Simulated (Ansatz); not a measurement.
**C₃H₁₀OSi: one species, many methods**

How much do the methods differ for C₃H₁₀OSi? The plan is to run it at one geometry with functionals of several rungs and with coupled cluster. The yardstick is the atomisation energy at the CCSD(T) limit.

The runs use Ansatz 0.2.0, Gaussian basis; functionals in def2-TZVPP, the program's frozen cores in correlated methods.

The runs, in order: PBE-D4, r2SCAN-D4, PBE0-D4, B3LYP-D4, ωB97X-V, ωB97M-V, B2PLYP; CCSD(T)/def2-TZVPP; MP2/def2-QZVPP; extrapolation to the limit.

### 1 The relaxed structure

An earlier PBE0-D4 in a triple-zeta def2 set relaxation fixed the geometry.

SMILES `CCC[SiH2]O`, 15 atoms, charge 0, spin multiplicity 1.

Atoms are counted from 1 here; the program's logs count them from 0.

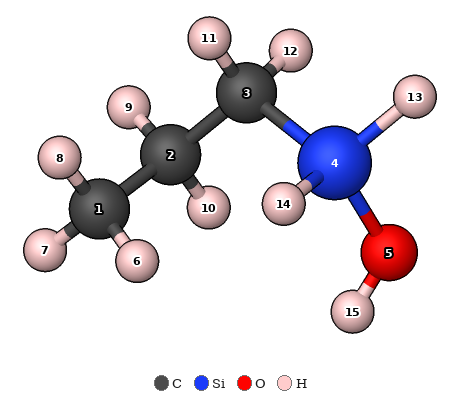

The structure; carbon dark grey, silicon blue, oxygen red, hydrogen pink; atoms are numbered from 1 in the order of the file.

### 2 PBE-D4 (GGA)

in.yaml

```yaml
crystal:
  periodic: [false, false, false]
  atoms:
    - {symbol: C, position_ang: [-1.373845, 0.114635, 1.134583]}
    - {symbol: C, position_ang: [0.127522, 0.350557, 1.159874]}
    - {symbol: C, position_ang: [0.913988, -0.589112, 0.245040]}
    - {symbol: Si, position_ang: [0.568872, -0.417745, -1.586892]}
    - {symbol: O, position_ang: [0.718032, 1.148034, -2.097218]}
    - {symbol: H, position_ang: [-1.797135, 0.275822, 0.138909]}
    - {symbol: H, position_ang: [-1.892022, 0.783565, 1.825358]}
    - {symbol: H, position_ang: [-1.614319, -0.912848, 1.421630]}
    - {symbol: H, position_ang: [0.488570, 0.241570, 2.188029]}
    - {symbol: H, position_ang: [0.341303, 1.388652, 0.881313]}
    - {symbol: H, position_ang: [0.727780, -1.634402, 0.525102]}
    - {symbol: H, position_ang: [1.989364, -0.427293, 0.381950]}
    - {symbol: H, position_ang: [1.576616, -1.188243, -2.357847]}
    - {symbol: H, position_ang: [-0.791972, -0.931243, -1.920482]}
    - {symbol: H, position_ang: [-0.004553, 1.747351, -1.909949]}
basis:
  gaussian: {orbitals: def2-TZVPP}
hamiltonian: {xc: pbe, dispersion: d4}
output: {forces: true, orbitals: {seedname: orbitals}}
```

Launch:

```bash
$ ansatz run in.yaml --threads 4 --pin off --events-out ev --progress --plain --max-ram 10444MiB
```

The runs that follow: r2SCAN-D4 (meta-GGA); PBE0-D4 (hybrid); B3LYP-D4 (hybrid); ωB97X-V (range-separated); ωB97M-V (range-separated); B2PLYP (double hybrid); CCSD(T) in def2-TZVPP; MP2 in def2-QZVPP.

Q: Predict the results of all the runs planned. Wanted: atomisation energy, CCSD(T)/CBS; farthest; mean size of error, hybrid; mean size of error, range-separated; gap, smallest and largest; T1 diagnostic; triples share of the correlation energy.

**Answer**, as computed:

| quantity | value |
| --- | --- |
| atomisation energy, CCSD(T)/CBS | 58.778 eV |
| functionals within 0.294 eV (0.5 %) | r2SCAN-D4, PBE0-D4, B3LYP-D4, ωB97X-V, ωB97M-V |
| farthest | B2PLYP (-0.709 eV) |
| mean size of error, hybrid | 0.144 eV |
| mean size of error, range-separated | 0.034 eV |
| gap, smallest and largest | 5.98 eV (PBE-D4), 12.54 eV (ωB97X-V) |
| T1 diagnostic | 0.0099 |
| triples share of the correlation energy | 3.5 % |

In words: PBE-D4 misses by +0.447 eV. Double hybrids carry the basis error of their MP2 part in triple zeta, and no dispersion term here, so their miss is partly the set-up's. The reference freezes the cores and leaves out relativity and excitations past (T), so misses under about 0.294 eV can't be ranked. Hartree-Fock recovers 75 % of the binding; the rest is correlation. The gap grows from 6.0 to 12.5 eV across the functionals, mostly with the share of exact exchange.
